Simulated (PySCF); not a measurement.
# BCl (SMILES [B]Cl) at 6 levels

We compute a comparison of 6 runs (B3LYP/STO-3G, wB97X-V/STO-3G, MP2/STO-3G, CCSDT/STO-3G, QCISD(T)/STO-3G, CISD/STO-3G) of BCl. The job is set up through a Python script.

Program for the calculation: PySCF 2.14.0.

12 further runs of the same task are left out: 3 that didn't finish, 9 set aside as unsound or not needed.

## 1. The structure to begin with

The species is BCl (2 atoms), meant as a singlet with charge 0. As SMILES, `[B]Cl`. The B1–Cl2 distance was set to 1.894 Å, away from the relaxed value.

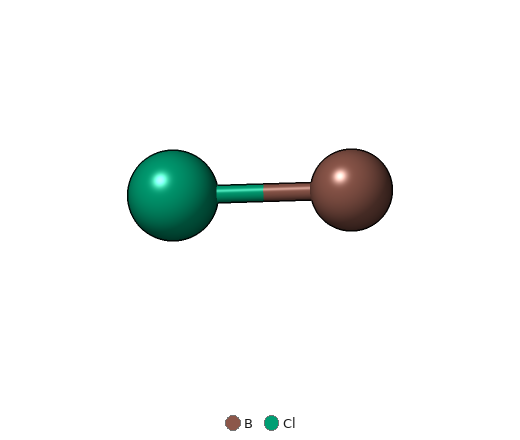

The structure, seen from a chosen angle (boron brown, chlorine teal).

## 2. A single-point energy at B3LYP/STO-3G (run 1)

Input file run.py:

```python
from pyscf import gto, dft

mol = gto.M(
    atom='''
B      0.000000     0.000000    -0.596530
Cl     0.000000     0.000000     2.982989
''',
    charge=0,
    basis='sto-3g',
    verbose=3,
    max_memory=1860,
    unit='bohr',
)

calc0 = dft.RKS(mol, xc='b3lyp')
calc0.grids.level = 5
calc0.conv_tol = 1e-10
calc0.kernel()
if not calc0.converged:
    calc0 = calc0.newton().run(calc0.mo_coeff, calc0.mo_occ)

energy = calc0.e_tot
print('Final energy', energy)
```

Command:

```
OMP_NUM_THREADS=1 python run.py
```

Log:

```text
converged SCF energy = -479.613740940316
Final energy -479.61374094031595
```

Run time: 2.3 s. Hardware: 1 thread of Arm Neoverse N1, shared host; peak memory 0.16 GiB.

## 3. A single-point energy at wB97X-V/STO-3G (run 2)

Input file job.py:

```python
from pyscf import gto, dft

mol = gto.M(
    atom='''
B        0.000000       0.000000      -0.315670
Cl       0.000000       0.000000       1.578530
''',
    max_memory=1860,
    basis='sto-3g',
    spin=0,
    verbose=3,
)

calc0 = dft.RKS(mol, xc='wb97x-v')
calc0.conv_tol = 1e-10
calc0.grids.level = 5
calc0.nlcgrids.level = 1
calc0.kernel()
if not calc0.converged:
    calc0 = calc0.newton().run(calc0.mo_coeff, calc0.mo_occ)

e_tot = calc0.e_tot
print(f'total energy: {e_tot:.8f} hartree')
```

Command:

```
OMP_NUM_THREADS=1 python job.py
```

Log:

```text
converged SCF energy = -479.562413840894
total energy: -479.56241384 hartree
```

Wall time 8.4 s (1 thread of Arm Neoverse N1, shared host); peak memory 0.16 GiB.

Run 3 isn't shown in full; the table further down has it.

## 4. A single-point energy at CCSDT/STO-3G (run 4)

Input file run.py:

```python
from pyscf import gto, scf, cc

system = gto.M(
    atom=[
    ('B', (0.000000, 0.000000, -0.315670)),
    ('Cl', (0.000000, 0.000000, 1.578530)),
],
    verbose=4,
    max_memory=1860,
    spin=0,
    basis='sto-3g',
)

myscf = scf.RHF(system)
myscf.conv_tol = 1e-10
myscf.kernel()
if not myscf.converged:
    myscf = myscf.newton().run(myscf.mo_coeff, myscf.mo_occ)

mycc = cc.CCSDT(myscf, frozen=6)
mycc.kernel()
energy = mycc.e_tot
print('Final energy', energy)
```

Command:

```
OMP_NUM_THREADS=1 python run.py
```

Log:

```text
PySCF version 2.14.0

[INPUT] num. atoms = 2
[INPUT] num. electrons = 22
[INPUT] charge = 0
[INPUT] spin (= nelec alpha-beta = 2S) = 0
[INPUT] symmetry False subgroup None
[INPUT] Mole.unit = angstrom
[INPUT] Symbol           X                Y                Z      unit          X                Y                Z       unit  Magmom
[INPUT]  1 B      0.000000000000   0.000000000000  -0.315670000000 AA    0.000000000000   0.000000000000  -0.596529845741 Bohr   0.0
[INPUT]  2 Cl     0.000000000000   0.000000000000   1.578530000000 AA    0.000000000000   0.000000000000   2.982989379410 Bohr   0.0

nuclear repulsion = 23.7462057481787
number of shells = 8
number of NR pGTOs = 42
number of NR cGTOs = 14
basis = sto-3g
ecp = {}

[... 35 lines left out ...]
converged SCF energy = -478.849370552158
[... 16 lines left out ...]
WARN: A large `blksize` is being used, which may cause large memory consumption
[... 3 lines left out ...]
WARN: A large `blksize_oovv` is being used, which may cause large memory consumption
[... 3 lines left out ...]
WARN: A large `blksize_oooo` is being used, which may cause large memory consumption
[... 13 lines left out ...]
Init t2, MP2 energy = -478.889169387506  E_corr(MP2) -0.039798835348
[... 14 lines left out ...]
RCCSDT converged
[... 3 lines left out ...]
Final energy -478.9165221004473
```

It took 1.3 s on 1 thread of Arm Neoverse N1, shared host; peak memory 0.1 GiB.

Run 5 isn't shown in full; the table further down has it.

## 5. The energy at CISD/STO-3G (run 6)

Input file calc.py:

```python
from pyscf import gto, scf, ci

system = gto.Mole()
system.atom = '''
B      0.000000     0.000000    -0.596530
Cl     0.000000     0.000000     2.982989
'''
system.spin = 0
system.unit = 'bohr'
system.verbose = 3
system.max_memory = 1860
system.basis = 'sto-3g'
system.build()

mf = scf.RHF(system)
mf.conv_tol = 1e-10
mf.kernel()
if not mf.converged:
    mf = mf.newton().run(mf.mo_coeff, mf.mo_occ)

cisd = ci.CISD(mf, frozen=6)
cisd.kernel()
energy = cisd.e_tot
print('Final energy', energy)
```

Command:

```
OMP_NUM_THREADS=1 python calc.py
```

Log:

```text
converged SCF energy = -478.849370561119
E(RCISD) = -478.9124416309203  E_corr = -0.06307106980089894
Final energy -478.91244163092034
```

Run time: 1 s. Hardware: 1 thread of Arm Neoverse N1, shared host; peak memory 0.1 GiB.

## 6. All runs side by side

| run | level | nlc grid | integration grid | energy (Eh) | dipole moment (D) of the reference | HOMO energy (eV) | LUMO energy (eV) | wall time |
| --- | --- | --- | --- | --- | --- | --- | --- | --- |
| 1 | B3LYP/STO-3G | – | 5 | -479.613741 | 0.85 | -5.24 | 0.63 | 2.3 s |
| 2 | wB97X-V/STO-3G | 1 | 5 | -479.562414 | 1.12 | -8.00 | 3.45 | 8.4 s |
| 3 | MP2/STO-3G | – | – | -478.889169 | 1.48 | -8.70 | 5.75 | 1.1 s |
| 4 | CCSDT/STO-3G | – | – | -478.916522 | 1.48 | -8.70 | 5.75 | 1.3 s |
| 5 | QCISD(T)/STO-3G | – | – | -478.916663 | 1.48 | -8.70 | 5.75 | 1.2 s |
| 6 | CISD/STO-3G | – | – | -478.912442 | 1.48 | -8.70 | 5.75 | 1 s |

## 7. Outcome

| quantity | value |
| --- | --- |
| run 6: total energy | -478.91244 Eh |
| run 6: dipole moment (Hartree–Fock density) | 1.48 D |
| run 6: HOMO energy (Hartree–Fock orbitals) | -8.70 eV |
| run 6: LUMO energy (Hartree–Fock orbitals) | 5.75 eV |
| run 6: HOMO–LUMO gap (Hartree–Fock orbitals) | 14.45 eV |
| run 6: correlation energy (6 core orbitals frozen) | -63.1 mEh |

Totals of different functionals can't be ranked against each other. In runs 1, 2, 3, 4, 5, 6 the basis is minimal, so the values are rough. All runs together took 15 s, the longest 8.4 s.
